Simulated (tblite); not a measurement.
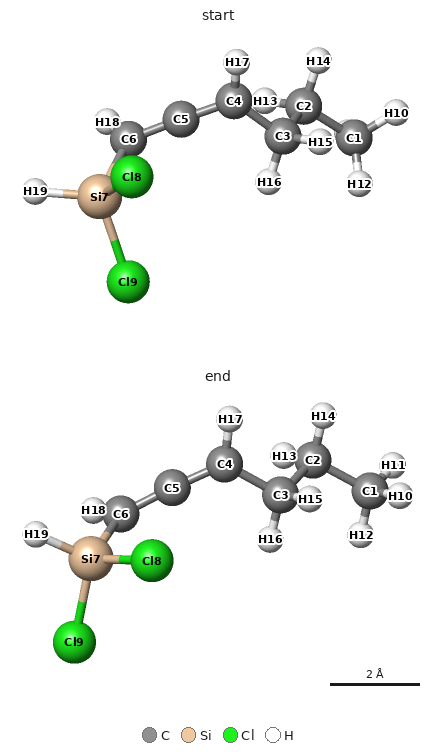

The structure of C6H10Cl2Si before (top) and after (bottom) a relaxation, at one scale.

Style: ball-and-stick. Shown at a tilt.

All numbers below come from GFN2-xTB geometry optimisation, gas phase in tblite 0.8.0. 

Q: Summarise the run.

A: Over 149 geometry steps the energy falls by 14.6 kcal/mol. The atom that moves furthest after the best rigid fit is H11 (1.29 Å). By element the largest moves are H 1.29 Å, Cl 1.24 Å, Si 0.47 Å, C 0.45 Å. Among the contacts that change: Si7–Cl8 2.102 → 2.018 Å, Si7–Cl9 2.079 → 2.025 Å, C1–H10 1.137 → 1.088 Å, C3–C4 1.460 → 1.503 Å. Bond angles that change, for instance: C3–C4–H17 127.6° → 116.0°, Si7–C6–H18 127.0° → 117.3°, C5–C6–Si7 114.8° → 123.7°. Groups turn about C1–C2 by about 40°, C6–Si7 by about 35°, C3–C4 by about 25°.
